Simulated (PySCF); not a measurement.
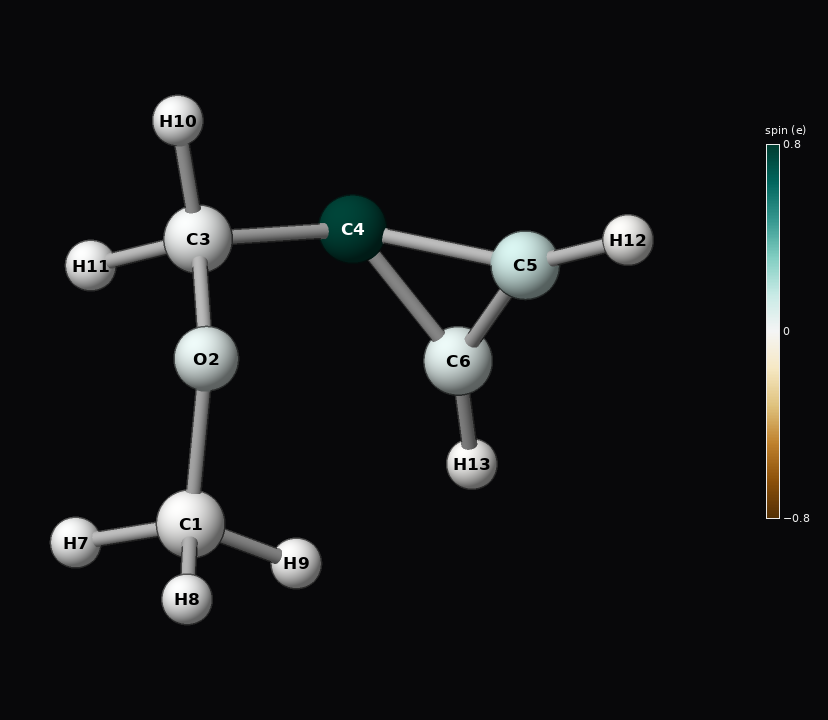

Atoms are coloured by their Mulliken spin populations. The species is neutral and a spin doublet. The geometry was computed by an optimisation with GFN2-xTB. No frequency run is at hand to confirm it as a minimum. Method: UKS B3LYP, pcH-1 on C H O, non-relativistic (PySCF 2.14.0).

### Which atom carries the largest spin population?

C4 (0.77 e).

### Which atom has the lowest spin population?

H12, H13 (−0.01 e).

List the Mulliken spin populations.

```
atom  value (e)
  C1       0.00
  O2       0.05
  C3       0.01
  C4       0.77
  C5       0.12
  C6       0.06
  H7       0.00
  H8       0.00
  H9       0.00
 H10       0.00
 H11       0.00
 H12      −0.01
 H13      −0.01
```

Mulliken values depend strongly on the basis set.
